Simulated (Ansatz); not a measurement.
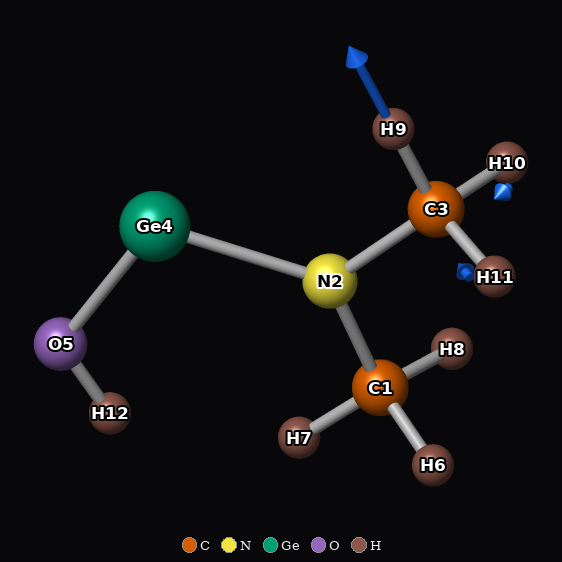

The arrows show one normal mode. Harmonic vibrations computed with RKS PBE0-D4/def2-TZVP (Ansatz 0.2.0) at a stationary point of the same level.

What kind of motion is it?

Mostly C–H stretching.

Estimate its harmonic wavenumber.

3096 cm⁻¹; it is mode 28 of 30 counted from the lowest.
